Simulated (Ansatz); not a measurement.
## Geometry relaxation of HfH$_{3}$O$_{3}$F

System: HfH$_{3}$O$_{3}$F.
Method: RKS PBE0-D4/def2-TZVP (Ansatz 0.2.0).

The geometry: GFN2-xTB start. Figures and captions count atoms from 1; the log counts them from 0 in places.

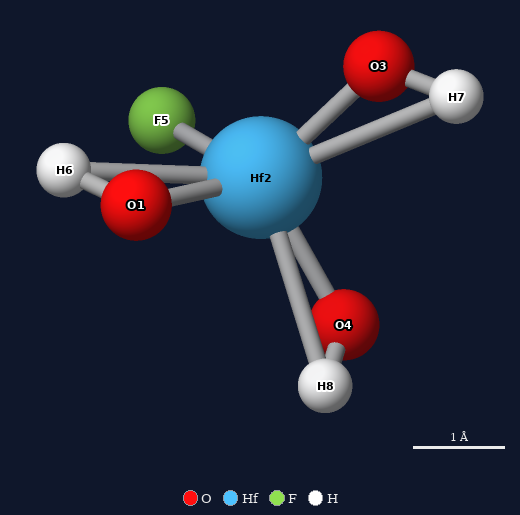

Fig. 1: The structure as given in the input (ball-and-stick view, seen on its broad side; atoms are numbered from 1 in the order of the input). Sticks mark near contacts.

### The input
```yaml
crystal:
  periodic: [false, false, false]
  atoms:
    - {symbol: O, position_ang: [-1.164880, 0.957060, 0.783420]}
    - {symbol: Hf, position_ang: [0.148920, 0.170950, -0.276660]}
    - {symbol: O, position_ang: [1.799130, -0.077960, 0.555020]}
    - {symbol: O, position_ang: [-0.463120, -1.553660, -0.622800]}
    - {symbol: F, position_ang: [0.169500, 1.490600, -1.605190]}
    - {symbol: H, position_ang: [-1.315410, 1.838030, 0.415510]}
    - {symbol: H, position_ang: [2.038770, -0.961970, 0.853190]}
    - {symbol: H, position_ang: [-1.212910, -1.863050, -0.102490]}
basis:
  gaussian: {orbitals: def2-TZVP}
hamiltonian: {xc: pbe0, dispersion: d4}
relax: {f_tol: 0.005, max_steps: 150}
```

Run as:
```bash
ansatz run in.yaml --threads 4 --pin off --events-out ev --progress --plain --max-ram 10444MiB
```

### Log
```
Functional definition: PBE0
  name "PBE0"
  cite "Adamo & Barone, J. Chem. Phys. 110, 6158 (1999) doi:10.1063/1.478522"
  cite "Perdew, Burke & Ernzerhof, Phys. Rev. Lett. 77, 3865 (1996) doi:10.1103/PhysRevLett.77.3865"
  parent pbe
  parameter a = 0.25
  parameter kappa = 0.804
  parameter beta = 0.06672455060314922
  exchange = (1 - a)*pbe_x(kappa = kappa, mu = beta*pi^2/3) + a*exact_x
  correlation = pbe_c(beta = beta)
1134 factors; their error is unknown
mean field evaluation 1: about -10198.8146 eV, gradient 1.0e2 eV
mean field evaluation 2: about -10160.2841 eV, gradient 1.8e2 eV
mean field evaluation 4: about -10214.8944 eV, gradient 5.2e0 eV
mean field evaluation 8: about -10214.9743 eV, gradient 3.0e-1 eV
mean field evaluation 16: about -10214.9744 eV, gradient 2.8e-5 eV
mean field -10214.97441615 eV, -375.3933858353 hartree, gradient 2.8e-5 eV, S^2 0.000000; 0 other end points of the search recorded, 0 dependent functions left out
the calculation of the forces begins
reference -10214.97444828 eV, -375.3933870157 hartree; 24, 24 occupied and 158, 158 virtual orbitals, 1134 factors
relax step   1: F+E_penalty+E_count = -10215.08873875 eV  Δ(F+E_penalty+E_count) = +0.000e0 eV  max|allowed force component| = 2.736e0 eV/Å  Δτ_max = 0.0000 Å  (27 SCF iters, accepted)
these checks for a lower state are left out or cut short: starts, cluster_reference, orbital_swaps, neighbouring_geometries, increment
1134 factors; their error is unknown
mean field -10215.65179030 eV, -375.4182788762 hartree, gradient 1.7e-5 eV, S^2 0.000000; 0 other end points of the search recorded, 0 dependent functions left out
[... from here on the field's lines of each further geometry are left out, up to the last ...]
relax step   2: F+E_penalty+E_count = -10215.75997816 eV  Δ(F+E_penalty+E_count) = -6.712e-1 eV  max|allowed force component| = 5.292e-1 eV/Å  Δτ_max = 0.1953 Å  (33 SCF iters, accepted)
relax step   3: F+E_penalty+E_count = -10215.86009593 eV  Δ(F+E_penalty+E_count) = -1.001e-1 eV  max|allowed force component| = 6.475e-1 eV/Å  Δτ_max = 0.1653 Å  (34 SCF iters, accepted)
relax step   4: F+E_penalty+E_count = -10215.99666598 eV  Δ(F+E_penalty+E_count) = -1.366e-1 eV  max|allowed force component| = 4.527e-1 eV/Å  Δτ_max = 0.2000 Å  (35 SCF iters, accepted)
relax step   5: F+E_penalty+E_count = -10216.05377237 eV  Δ(F+E_penalty+E_count) = -5.711e-2 eV  max|allowed force component| = 1.325e-1 eV/Å  Δτ_max = 0.1779 Å  (34 SCF iters, accepted)
relax step   6: F+E_penalty+E_count = -10216.05393469 eV  Δ(F+E_penalty+E_count) = -1.623e-4 eV  max|allowed force component| = 6.148e-1 eV/Å  Δτ_max = 0.0883 Å  (37 SCF iters, accepted)
relax step   7: F+E_penalty+E_count = -10216.07891928 eV  Δ(F+E_penalty+E_count) = -2.498e-2 eV  max|allowed force component| = 7.333e-2 eV/Å  Δτ_max = 0.1411 Å  (34 SCF iters, accepted)
relax step   8: F+E_penalty+E_count = -10216.07968466 eV  Δ(F+E_penalty+E_count) = -7.654e-4 eV  max|allowed force component| = 7.356e-2 eV/Å  Δτ_max = 0.0866 Å  (36 SCF iters, accepted)
relax step   9: F+E_penalty+E_count = -10216.08167961 eV  Δ(F+E_penalty+E_count) = -1.995e-3 eV  max|allowed force component| = 1.255e-2 eV/Å  Δτ_max = 0.0454 Å  (31 SCF iters, accepted)
relax step  10: F+E_penalty+E_count = -10216.08194315 eV  Δ(F+E_penalty+E_count) = -2.635e-4 eV  max|allowed force component| = 7.990e-3 eV/Å  Δτ_max = 0.0186 Å  (30 SCF iters, accepted)
relax step  11: F+E_penalty+E_count = -10216.08192267 eV  Δ(F+E_penalty+E_count) = +2.048e-5 eV  max|allowed force component| = 4.184e-2 eV/Å  Δτ_max = 0.0191 Å  (30 SCF iters, rejected (line search))
relax step  12: F+E_penalty+E_count = -10216.08199166 eV  Δ(F+E_penalty+E_count) = -4.851e-5 eV  max|allowed force component| = 6.296e-3 eV/Å  Δτ_max = 0.0058 Å  (32 SCF iters, accepted)
relax step  13: F+E_penalty+E_count = -10216.08198687 eV  Δ(F+E_penalty+E_count) = +4.788e-6 eV  max|allowed force component| = 3.631e-2 eV/Å  Δτ_max = 0.0106 Å  (30 SCF iters, rejected (line search))
relax step  14: F+E_penalty+E_count = -10216.08201781 eV  Δ(F+E_penalty+E_count) = -2.615e-5 eV  max|allowed force component| = 5.179e-3 eV/Å  Δτ_max = 0.0053 Å  (32 SCF iters, accepted)
relax step  15: F+E_penalty+E_count = -10216.08200585 eV  Δ(F+E_penalty+E_count) = +1.196e-5 eV  max|allowed force component| = 1.928e-2 eV/Å  Δτ_max = 0.0078 Å  (33 SCF iters, rejected (line search))
the calculation of the forces begins
reference -10215.97338258 eV, -375.4300971742 hartree; 24, 24 occupied and 158, 158 virtual orbitals, 1134 factors
relax step  16: F+E_penalty+E_count = -10216.08202756 eV  Δ(F+E_penalty+E_count) = -9.755e-6 eV  max|allowed force component| = 2.653e-4 eV/Å  Δτ_max = 0.0033 Å  (33 SCF iters, accepted)
```

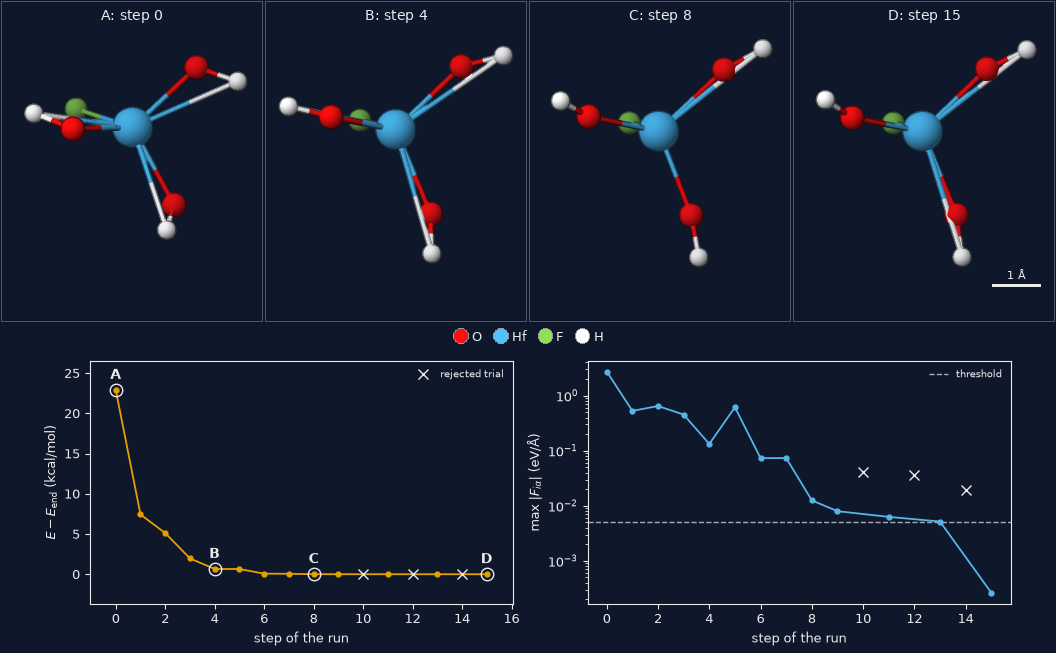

Fig. 2: Frames of the relaxation (ball-and-stick view, seen at a tilt) above the curves, on which the letters mark them (the first geometry is step 0 here and step 1 in the log).

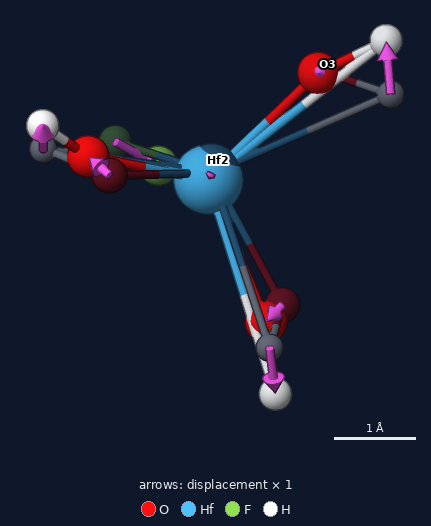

Fig. 3: Start (faint) and end (solid) with the displacements as pink arrows, at true length (ball-and-stick view, seen at a tilt). The two geometries are laid on each other by the best rigid fit. Over 15 geometry steps the energy falls by 22.9 kcal/mol. The largest force component goes from 2.7 to 0.00026 eV/Å. The line search rejected the trial steps at points 10, 12, 14 (counted from 0) and went back. H6 moves most after the best rigid fit: 0.90 Å. Largest moves by element: H 0.90 Å, F 0.75 Å, O 0.41 Å, Hf 0.09 Å. Distances before and after: Hf2–H6 2.324 → 2.841 Å, Hf2–H8 2.454 → 2.841 Å, Hf2–H7 2.476 → 2.841 Å, Hf2–O3 1.865 → 1.923 Å. Among the angles that change: Hf2–O1–H6 106.1° → 161.5°, Hf2–O4–H8 116.9° → 161.5°, Hf2–O3–H7 118.7° → 161.5°. (Atoms are counted from 1 in the order of the input.)

```
1134 factors; their error is unknown
mean field -10215.97334930 eV, -375.4300959513 hartree, gradient 5.8e-5 eV, S^2 0.000000; 1 other end points of the search recorded, 0 dependent functions left out
the calculation of the forces begins
reference -10215.97338258 eV, -375.4300971742 hartree; 24, 24 occupied and 158, 158 virtual orbitals, 1134 factors
Total energy: -10216.08206084 eV, -375.4340910267 hartree
Atom 0 at    -1.097425     1.332870     0.637697 Å, force    -0.000227     0.000029    -0.000047 eV/Å
Atom 1 at     0.077494     0.153352    -0.325132 Å, force     0.000070     0.000188    -0.000265 eV/Å
Atom 2 at     1.724267    -0.092027     0.637525 Å, force    -0.000007     0.000167     0.000054 eV/Å
Atom 3 at    -0.777735    -1.539881    -0.641920 Å, force     0.000240    -0.000064    -0.000046 eV/Å
Atom 4 at     0.482590     0.955739    -2.025412 Å, force     0.000029    -0.000064    -0.000048 eV/Å
Atom 5 at    -1.435557     1.926445     1.299056 Å, force     0.000226    -0.000249     0.000123 eV/Å
Atom 6 at     2.457479    -0.506113     1.079107 Å, force    -0.000266    -0.000148     0.000008 eV/Å
Atom 7 at    -1.431114    -2.230385    -0.660922 Å, force    -0.000065     0.000141     0.000221 eV/Å
Dipole moment:    -0.138148    -0.273486     0.579907 e Å
```

### Trajectory as extended XYZ (Å, eV, eV/Å), 16 frames, from step=1 to step=16
```
8
Properties=species:S:1:pos:R:3:forces:R:3 step=1 energy=-10215.08874
O    -1.1649    0.9571    0.7834   -1.8551   1.5567   1.7482
Hf    0.1489    0.1709   -0.2767    0.4821   0.8018  -1.4654
O     1.7991   -0.0780    0.5550    2.6011  -0.7723   1.5869
O    -0.4631   -1.5537   -0.6228   -1.4215  -2.7361  -0.3140
F     0.1695    1.4906   -1.6052    0.2391   1.1666  -1.7060
H    -1.3154    1.8380    0.4155   -0.4345   0.0012   0.4546
H     2.0388   -0.9620    0.8532    0.3334   0.3214   0.0704
H    -1.2129   -1.8631   -0.1025    0.0554  -0.3394  -0.3748
8
Properties=species:S:1:pos:R:3:forces:R:3 step=2 energy=-10215.75998
O    -1.1544    1.0249    0.8872    0.1458   0.5292  -0.5042
Hf    0.1514    0.1836   -0.3071    0.0789   0.0904   0.0611
O     1.8707   -0.0610    0.6001   -0.2108  -0.2659  -0.0598
O    -0.5316   -1.6166   -0.6570   -0.3184   0.2216   0.2031
F     0.2463    1.4415   -1.7779    0.0642  -0.3433   0.0997
H    -1.4304    1.8918    0.5414   -0.1085  -0.4075   0.4897
H     2.1671   -0.9189    0.9202    0.1232   0.2790   0.0012
H    -1.3191   -1.9454   -0.2068    0.2256  -0.1034  -0.2908
8
Properties=species:S:1:pos:R:3:forces:R:3 step=3 energy=-10215.86010
O    -1.1180    1.0523    0.9312    0.0577   0.5707  -0.6475
Hf    0.1476    0.1750   -0.2894    0.0620   0.0594  -0.0313
O     1.8828   -0.0279    0.6005   -0.2605  -0.3958  -0.0509
O    -0.5666   -1.6093   -0.6738   -0.4238   0.2502   0.3254
F     0.2967    1.3058   -1.8577   -0.0143  -0.3122   0.3237
H    -1.4864    1.9094    0.6537    0.0765  -0.5502   0.4331
H     2.2431   -0.8448    0.9623    0.0430   0.3489  -0.0692
H    -1.3991   -1.9605   -0.3268    0.4595   0.0290  -0.2833
8
Properties=species:S:1:pos:R:3:forces:R:3 step=4 energy=-10215.99667
O    -1.0931    1.1358    0.8824    0.1535   0.0347  -0.2830
Hf    0.1359    0.1800   -0.2942   -0.0778  -0.2797   0.4527
O     1.8507   -0.0580    0.6035   -0.1532  -0.1128  -0.0756
O    -0.6205   -1.5772   -0.6671   -0.0096   0.2768   0.0576
F     0.3679    1.1868   -1.9044    0.0398   0.0549  -0.1709
H    -1.5747    1.9606    0.8256   -0.0016  -0.0818   0.1168
H     2.3512   -0.7817    0.9796   -0.0106   0.1527  -0.0338
H    -1.4174   -2.0464   -0.4255    0.0595  -0.0447  -0.0638
8
Properties=species:S:1:pos:R:3:forces:R:3 step=5 energy=-10216.05377
O    -1.0633    1.2052    0.8411   -0.0071   0.0941  -0.1217
Hf    0.1065    0.1575   -0.2892    0.0226  -0.0902   0.0775
O     1.8133   -0.0838    0.5946   -0.0421  -0.0965   0.0076
O    -0.7071   -1.5546   -0.6785   -0.0789   0.0468   0.0749
F     0.4048    1.0766   -1.9501   -0.0035  -0.0094   0.0318
H    -1.5550    2.0094    0.9938    0.0652  -0.1325   0.0345
H     2.4356   -0.6486    1.0480   -0.0785   0.1085  -0.0700
H    -1.4348   -2.1617   -0.5598    0.1223   0.0792  -0.0345
8
Properties=species:S:1:pos:R:3:forces:R:3 step=6 energy=-10216.05393
O    -1.0474    1.2311    0.8143    0.3432  -0.5096  -0.3005
Hf    0.0961    0.1419   -0.2931    0.0320   0.1355  -0.1649
O     1.7936   -0.0974    0.5914   -0.4380   0.2164  -0.3000
O    -0.7558   -1.5462   -0.6706    0.6129   0.6148   0.0033
F     0.4287    1.0274   -1.9776   -0.0571  -0.1030   0.2347
H    -1.5273    1.9973    1.0755   -0.3042   0.4700   0.2096
H     2.4501   -0.5667    1.0775    0.3915  -0.2547   0.2788
H    -1.4380   -2.1874   -0.6174   -0.5802  -0.5694   0.0389
8
Properties=species:S:1:pos:R:3:forces:R:3 step=7 energy=-10216.07892
O    -1.0662    1.2940    0.7052    0.0075  -0.0030  -0.0467
Hf    0.0873    0.1417   -0.3089   -0.0277  -0.0179   0.0733
O     1.7444   -0.1371    0.6245    0.0123   0.0075  -0.0174
O    -0.7865   -1.5376   -0.6553    0.0054   0.0129  -0.0101
F     0.4712    0.9808   -1.9946    0.0097   0.0062  -0.0264
H    -1.5050    1.9675    1.2115    0.0023   0.0011   0.0254
H     2.5049   -0.4909    1.0716   -0.0120  -0.0015   0.0016
H    -1.4502   -2.2184   -0.6541    0.0026  -0.0053   0.0003
8
Properties=species:S:1:pos:R:3:forces:R:3 step=8 energy=-10216.07969
O    -1.0387    1.3606    0.6619   -0.0098  -0.0271   0.0266
Hf    0.0830    0.1508   -0.3207    0.0218   0.0375  -0.0736
O     1.7477   -0.1473    0.5925   -0.0198  -0.0139   0.0344
O    -0.8232   -1.5098   -0.6626   -0.0095  -0.0087   0.0425
F     0.4814    0.9625   -2.0172   -0.0004  -0.0028  -0.0014
H    -1.5048    1.9131    1.2790    0.0131  -0.0022  -0.0071
H     2.4720   -0.4779    1.1119   -0.0072   0.0045  -0.0125
H    -1.4173   -2.2520   -0.6448    0.0117   0.0128  -0.0089
8
Properties=species:S:1:pos:R:3:forces:R:3 step=9 energy=-10216.08168
O    -1.0722    1.3428    0.6503   -0.0091   0.0053   0.0035
Hf    0.0790    0.1527   -0.3240   -0.0011  -0.0042   0.0066
O     1.7289   -0.1192    0.6229    0.0057   0.0026   0.0054
O    -0.8008   -1.5257   -0.6439    0.0003  -0.0063  -0.0009
F     0.4825    0.9570   -2.0231    0.0030   0.0054  -0.0126
H    -1.4635    1.9263    1.2905    0.0048  -0.0015  -0.0001
H     2.4691   -0.4898    1.0901   -0.0020  -0.0018  -0.0018
H    -1.4230   -2.2441   -0.6627   -0.0016   0.0005  -0.0001
8
Properties=species:S:1:pos:R:3:forces:R:3 step=10 energy=-10216.08194
O    -1.0875    1.3370    0.6436   -0.0043   0.0017   0.0018
Hf    0.0776    0.1523   -0.3230    0.0011   0.0044  -0.0080
O     1.7260   -0.1036    0.6326    0.0041   0.0011   0.0041
O    -0.7876   -1.5346   -0.6416   -0.0010  -0.0057  -0.0003
F     0.4823    0.9554   -2.0230   -0.0001  -0.0006   0.0007
H    -1.4475    1.9290    1.2944    0.0018  -0.0004   0.0011
H     2.4648   -0.4987    1.0819   -0.0010  -0.0013  -0.0002
H    -1.4280   -2.2368   -0.6649   -0.0005   0.0008   0.0007
8
Properties=species:S:1:pos:R:3:forces:R:3 step=11 energy=-10216.08192 accepted=F
O    -1.1002    1.3314    0.6353   -0.0170   0.0387   0.0317
Hf    0.0779    0.1553   -0.3287   -0.0076  -0.0164   0.0346
O     1.7216   -0.0880    0.6404    0.0167  -0.0058  -0.0001
O    -0.7743   -1.5409   -0.6392   -0.0069  -0.0041  -0.0089
F     0.4835    0.9563   -2.0294    0.0014   0.0030  -0.0065
H    -1.4311    1.9241    1.3027    0.0210  -0.0377  -0.0418
H     2.4535   -0.5094    1.0783   -0.0186   0.0102  -0.0103
H    -1.4309   -2.2288   -0.6595    0.0110   0.0122   0.0014
8
Properties=species:S:1:pos:R:3:forces:R:3 step=12 energy=-10216.08199
O    -1.0921    1.3350    0.6414   -0.0013  -0.0010  -0.0013
Hf    0.0775    0.1525   -0.3231    0.0005   0.0037  -0.0063
O     1.7253   -0.0985    0.6353    0.0019   0.0011   0.0021
O    -0.7832   -1.5372   -0.6411    0.0000  -0.0032  -0.0004
F     0.4822    0.9553   -2.0234   -0.0002  -0.0007   0.0009
H    -1.4427    1.9290    1.2956   -0.0002   0.0018   0.0034
H     2.4626   -0.5020    1.0796    0.0003  -0.0014   0.0008
H    -1.4296   -2.2340   -0.6644   -0.0010  -0.0002   0.0007
8
Properties=species:S:1:pos:R:3:forces:R:3 step=13 energy=-10216.08199 accepted=F
O    -1.0997    1.3315    0.6376   -0.0204   0.0341   0.0348
Hf    0.0770    0.1533   -0.3249    0.0044  -0.0009   0.0037
O     1.7233   -0.0891    0.6398    0.0204  -0.0115   0.0099
O    -0.7748   -1.5419   -0.6411   -0.0145  -0.0133  -0.0015
F     0.4822    0.9551   -2.0254   -0.0002   0.0005   0.0002
H    -1.4332    1.9287    1.2995    0.0186  -0.0339  -0.0363
H     2.4570   -0.5081    1.0771   -0.0212   0.0117  -0.0120
H    -1.4318   -2.2294   -0.6625    0.0129   0.0133   0.0012
8
Properties=species:S:1:pos:R:3:forces:R:3 step=14 energy=-10216.08202
O    -1.0958    1.3334    0.6394   -0.0017   0.0012   0.0006
Hf    0.0772    0.1530   -0.3240    0.0046  -0.0052  -0.0028
O     1.7246   -0.0944    0.6371   -0.0037   0.0018  -0.0017
O    -0.7798   -1.5393   -0.6414    0.0023   0.0033   0.0004
F     0.4823    0.9554   -2.0243   -0.0005  -0.0005   0.0015
H    -1.4378    1.9284    1.2975    0.0000   0.0001   0.0011
H     2.4599   -0.5044    1.0790   -0.0004  -0.0007   0.0002
H    -1.4306   -2.2321   -0.6632   -0.0007   0.0000   0.0007
8
Properties=species:S:1:pos:R:3:forces:R:3 step=15 energy=-10216.08201 accepted=F
O    -1.1001    1.3297    0.6363   -0.0001   0.0039   0.0019
Hf    0.0782    0.1526   -0.3260   -0.0167   0.0193   0.0047
O     1.7237   -0.0876    0.6396    0.0171  -0.0087   0.0067
O    -0.7756   -1.5413   -0.6417   -0.0053  -0.0151  -0.0032
F     0.4829    0.9555   -2.0260    0.0016   0.0002  -0.0034
H    -1.4312    1.9251    1.2999    0.0029  -0.0053  -0.0054
H     2.4560   -0.5065    1.0785   -0.0035   0.0027  -0.0016
H    -1.4338   -2.2274   -0.6606    0.0039   0.0029   0.0003
8
Properties=species:S:1:pos:R:3:forces:R:3 step=16 energy=-10216.08203
O    -1.0974    1.3329    0.6377   -0.0002   0.0000   0.0000
Hf    0.0775    0.1534   -0.3251    0.0001   0.0002  -0.0003
O     1.7243   -0.0920    0.6375    0.0000   0.0002   0.0001
O    -0.7777   -1.5399   -0.6419    0.0002  -0.0001   0.0000
F     0.4826    0.9557   -2.0254    0.0000  -0.0001   0.0000
H    -1.4356    1.9264    1.2991    0.0002  -0.0002   0.0001
H     2.4575   -0.5061    1.0791   -0.0003  -0.0001   0.0000
H    -1.4311   -2.2304   -0.6609   -0.0001   0.0001   0.0002
```

### Summary

- outcome: converged
- total energy: −10216.0821 eV
- mean-field energy: −10215.9734 eV
- dispersion energy: −0.1087 eV
- SCF solution under orbital rotations: stable
- largest force (length of the vector) at the end: under 0.001 eV/Å
- dipole moment: 3.15 D
- hardware: 4 threads of Arm Neoverse V2, 23 GiB of memory available, shared host
- wall time: 34 s (CPU time 2.1 min)
- peak memory: 0.42 GiB
